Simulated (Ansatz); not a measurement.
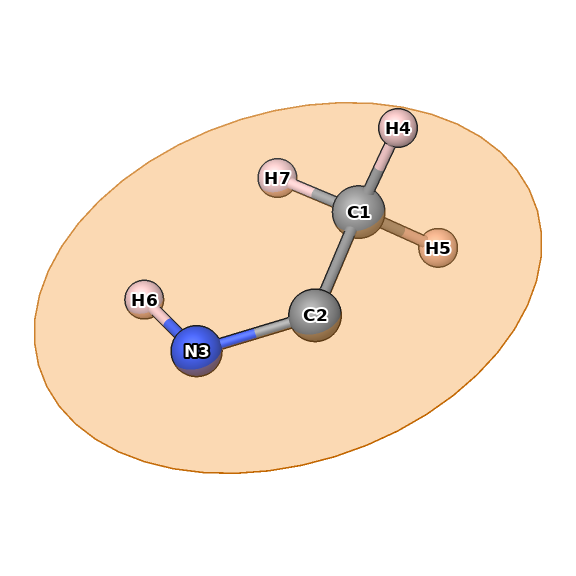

A disc through the centre of mass is drawn in. Depth is shown by fading: the farther an atom, the more it takes the colour of the background. Charge −1, singlet. The computed structure is the end point of a PBE-D4/def2-SVPD optimisation. No frequency run is at hand to confirm it as a minimum.

Question: Is the plane of the disc a mirror plane of the structure?

Answer: Yes. The reflection leaves C1, C2, N3, H6, H7 in place and moves H4 ↔ H5. The point group is Cs.
